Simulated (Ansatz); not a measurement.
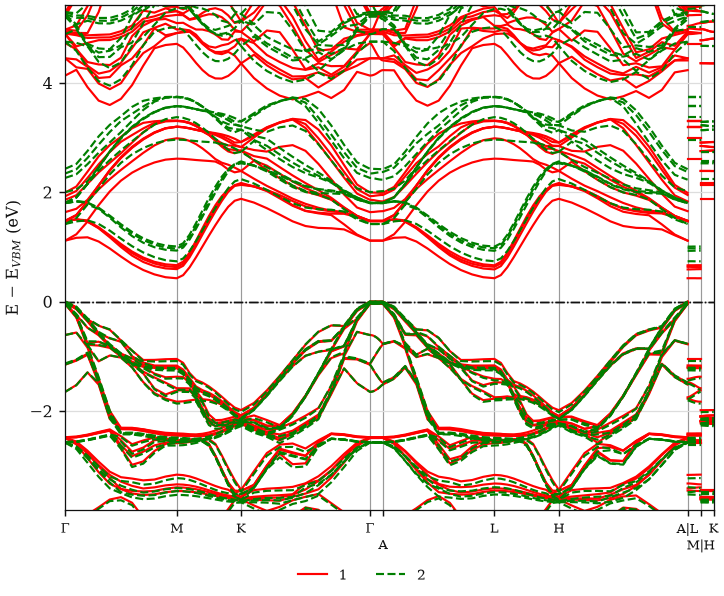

Band structures of Hf₃ZrSe₈, space group P-3m1, 12 atoms in the cell, by two methods on the same cell. Each is counted from its own valence-band top.

> Which curve is which? The methods: r2SCAN, PBE.

1 is PBE; 2 is r2SCAN. PBE gives a gap of 0.43 eV along the path and r2SCAN gives a gap of 0.74 eV along the path.

Settings. PBE: DFT PBE, scalar-relativistic, plane waves, PAW, no spin polarisation, 12×12×2 k mesh, 420 eV cutoff (Ansatz 0.2.0). r2SCAN: DFT r2SCAN, scalar-relativistic, plane waves, PAW, no spin polarisation, 12×12×2 k mesh, 500 eV cutoff, Gaussian smearing of 0.02 eV (Ansatz).

The structure is an invented one, so it need not be a known or stable phase. Spin-orbit coupling is left out, which matters for Hf.
